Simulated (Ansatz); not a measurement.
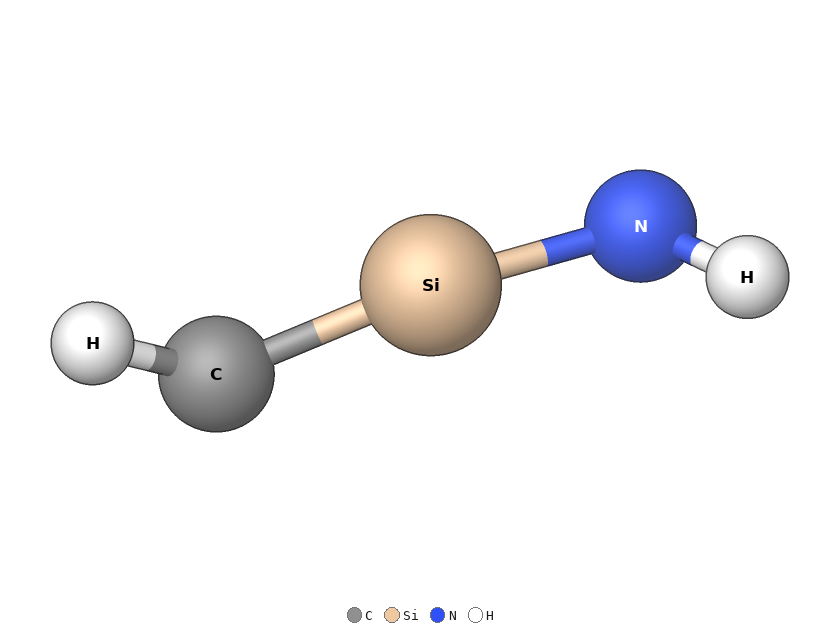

Charge −1, singlet. The geometry was computed by an optimisation with PBE0-D4/def2-TZVPD. No frequency run is at hand to confirm it as a minimum. Properties computed with RHF-CCSD(T), frozen core/def2-TZVPPD (Ansatz 0.2.0).

> Give the T1 diagnostic at this level.

0.022.
